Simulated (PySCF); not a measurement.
# C2H6Zn, SMILES `C[Zn]C`: electronic structure

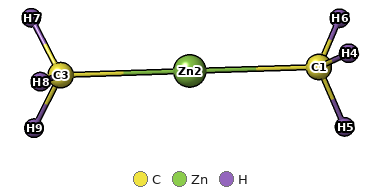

The molecule, with its atoms numbered as below. No frequency check shows the geometry to be a minimum.

Coordinates in Å:

```
C1       2.0420   -0.0014   -0.0002
Zn2     -0.0000    0.0007   -0.0000
C3      -2.0420   -0.0014   -0.0002
H4       2.4446   -0.1349    1.0009
H5       2.4446   -0.7999   -0.6159
H6       2.4446    0.9328   -0.3834
H7      -2.4445    1.0039   -0.0974
H8      -2.4445   -0.4181    0.9195
H9      -2.4445   -0.5877   -0.8204
```

## 1. Bonding charge

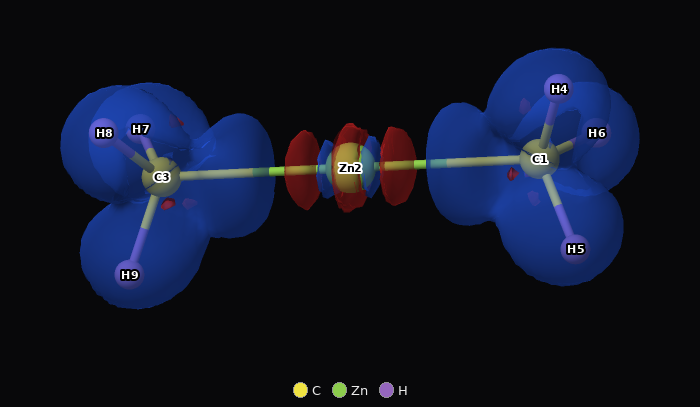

Deformation density (molecule less spherical, spin-averaged free atoms at the same positions), surfaces at ±0.07 e/Å³; blue: gain, red: loss.

PySCF calculation, ωB97X/def2-TZVP, gas phase; geometry: GFN2-xTB.

> Describe the bonding that the map shows.

C1–H5, C3–H9, C1–H6, C3–H8 and 2 more like them: +0.69 e/Å³ at the bond critical point (bond length 1.09 Å, Mayer order 1.0). C1–Zn2 and Zn2–C3: +0.14 e/Å³ at the bond critical point (bond length 2.04 Å, Mayer order 0.9). In all, 2.0 electrons gather in the regions of gain relative to the promolecule. A small or negative value marks a very polar bond, one between electron-rich atoms, whose free-atom densities already overlap strongly, a long bond to a heavier atom, or a closed-shell contact such as a hydrogen bond.

## 2. Bond critical points

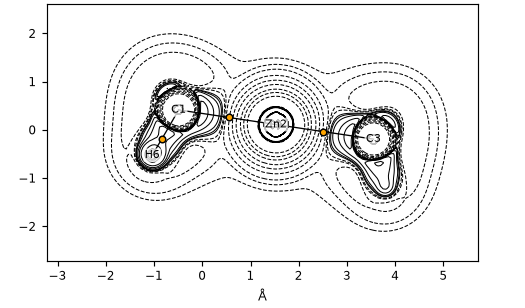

Negative Laplacian of the density (−∇²ρ) in the plane of C1, Zn2, C3 and H6 (solid lines positive, dashed lines negative, contours at ±0.02 to ±8 a.u.), with bond paths and bond critical points (dots).

> At which bond critical points in this plane is charge locally concentrated, and at which depleted?

Concentrated (∇²ρ < 0): C1–H6 (−0.91 a.u.). Depleted (∇²ρ > 0): C1–Zn2 and Zn2–C3 (+0.17 a.u., H = −0.032). A positive Laplacian with negative H is typical of metal–ligand bonds.

> Where along C1–H6 does the critical point lie?

0.69 Å from C1 and 0.40 Å from H6.

## 3. Electrostatic potential

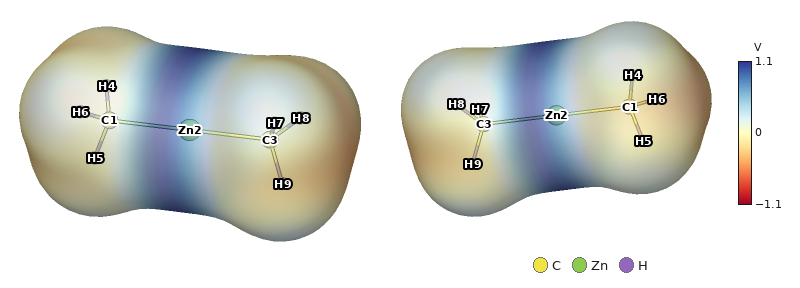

Electrostatic potential on the surface of electron density 0.001 a.u. (back view left, front view right).

> Where are the extremes of the potential on the surface?

Highest: 1.09 V, 2.0 Å from Zn2, and at like points elsewhere. Further maxima include 0.26 V, 1.4 Å from H9, and at like points elsewhere. Lowest: −0.49 V, near H9 (1.90 Å), H7 (1.90 Å), H8 (1.91 Å) and C3 (2.02 Å), and at like points elsewhere. The surface is sampled at points, so like sites can differ by a few per cent and only the strongest of them is named.

> What volume does the surface enclose, and what is the dipole moment?

About 96 Å³; the dipole moment is 0.0 D.

## 4. In an electric field

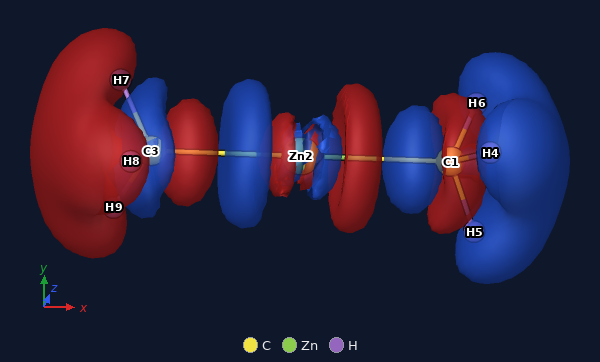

Change of the electron density in a uniform field of 0.21 V/Å, surfaces at ±0.0015 e/Å³ (red: gain, blue: loss).

Method: ωB97X/def2-TZVP; geometry: GFN2-xTB; program: PySCF. A basis without diffuse functions makes polarisabilities too small.

> Along which Cartesian direction does the field point?

Along +x: electrons gather on the −x side, against the field.

> What dipole is induced, and what polarisability does it imply?

The induced dipole is 0.73 D (along the field); α along this axis, from the fields in both directions, is 72 bohr³ (10.6 Å³).

> Which atoms gain and lose the most charge?

Electrons gather most on C3 (Hirshfeld charge changes by −0.007 e) and leave C1 most (+0.008 e); 0.054 electrons are displaced in all.

## 5. Removing or adding an electron

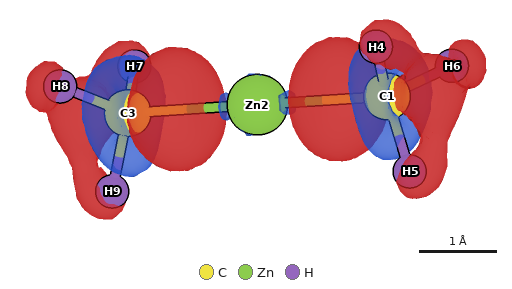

Fukui function f⁻ = ρ(N) − ρ(N−1) at fixed geometry, surfaces at ±0.04 e/Å³ (red positive, blue negative).

Computed with PySCF, ωB97X/def2-TZVP, geometry: GFN2-xTB.

> Which atoms respond most to the removal of an electron?

f⁻ (Hirshfeld-condensed) is largest on C1 and C3 (0.19 each) and Zn2 (0.18); the vertical ionisation energy is 9.30 eV (the stability of the cation's solution wasn't checked). Condensed values hint at sites of electrophilic attack but needn't mark the atom that reacts. Shares this close don't rank the sites. Orbital relaxation makes it negative in places (0.19 e in all).

The PySCF runs shown took 16 s, 35 s and 37 s on 1 thread of Intel(R) Xeon(R) Platinum 8259CL CPU @ 2.50GHz (Skylake/Cascade Lake) (shared host).
